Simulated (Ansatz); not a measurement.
```json
{"atom": "C", "x (Å)": "-0.7188", "y (Å)": "-0.0055", "z (Å)": "-0.1430"}
{"atom": "B", "x (Å)": "-2.7719", "y (Å)": "-2.0386", "z (Å)": "-0.3973"}
{"atom": "B", "x (Å)": "-2.1224", "y (Å)": "-0.6294", "z (Å)": "0.1721"}
{"atom": "H", "x (Å)": "-3.4797", "y (Å)": "-2.0652", "z (Å)": "-1.3829"}
{"atom": "H", "x (Å)": "-2.6112", "y (Å)": "-3.1024", "z (Å)": "0.1639"}
{"atom": "H", "x (Å)": "-2.8221", "y (Å)": "-0.0156", "z (Å)": "0.9639"}
{"atom": "H", "x (Å)": "-0.1334", "y (Å)": "-0.0837", "z (Å)": "0.7939"}
{"atom": "H", "x (Å)": "-0.1387", "y (Å)": "-0.4829", "z (Å)": "-0.9447"}
{"atom": "H", "x (Å)": "-0.7956", "y (Å)": "1.0770", "z (Å)": "-0.3383"}
```

Geometry: PBE0-D3(BJ)/def2-SVP.

Computed with isolated molecule in a Gaussian basis; Kohn-Sham density functional theory, functional PBE0 (Ansatz 0.2.0).

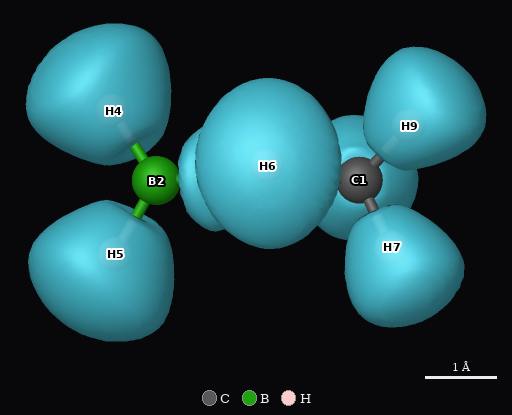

CH₆B₂. Isosurface of the ELF at 0.85 (cyan), seen from one side. Core shells and regions of very low density are left out.

Q: Describe the localisation domains.

A: At this value the surface marks out one region between bonded B–B atoms (shared pairs), one region between bonded B–C atoms (shared pairs) and six regions around hydrogen nuclei. Along the contacts the grid gives the following. C–B (1.57 Å): the ELF peaks at about 0.95 between the atoms, as expected for localised, covalent bonding. B–B (1.65 Å): the ELF peaks at about 1 between the atoms, as expected for a covalent bond.
